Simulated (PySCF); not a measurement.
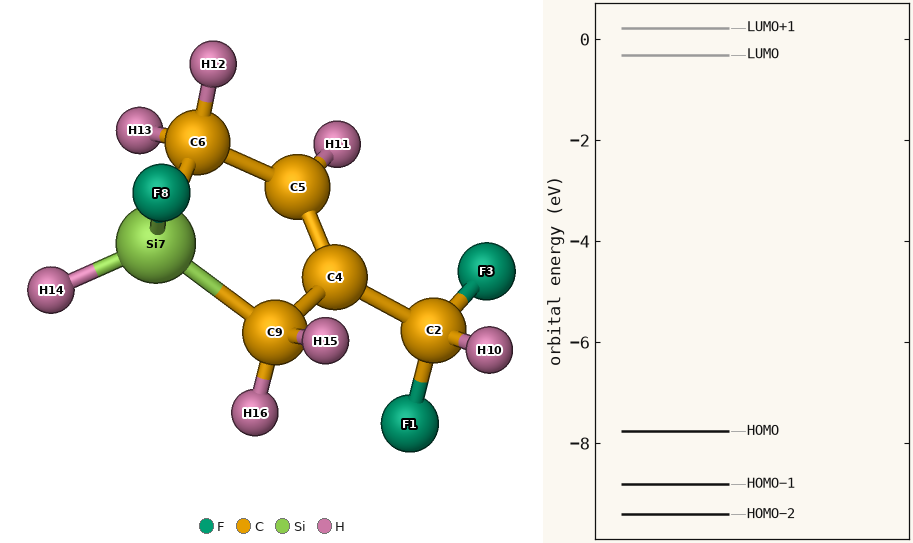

C₅H₇F₃Si, SMILES FC(F)C1=CC[Si@H](F)C1. Kohn-Sham orbital energies near the frontier, PBE0/def2-SVPD with PySCF, at a GFN2-xTB geometry (no frequency check), isolated molecule; empty levels in grey, levels within 0.03 eV side by side.

Where do the frontier orbitals lie?

Answer. HOMO at −7.76 eV, LUMO at −0.31 eV, 7.46 eV apart.

List the levels with the atoms that carry most of them (a dash for levels above zero or within 0.03 eV of another, where shares mean little).

Answer.
```
orbital  energy (eV)                Löwdin shares
 LUMO+1         0.23                            –
   LUMO        −0.31     C5 31 %, C4 27 %, C2 7 %
   HOMO        −7.76     C4 33 %, C5 31 %, C6 8 %
 HOMO−1        −8.81   C6 24 %, C9 23 %, Si7 20 %
 HOMO−2        −9.41  Si7 19 %, H14 15 %, C6 12 %
```

Note: the tight-binding geometry is rougher than a DFT one and adds to the error; one conformer of a flexible molecule; empty levels above zero depend strongly on the basis.
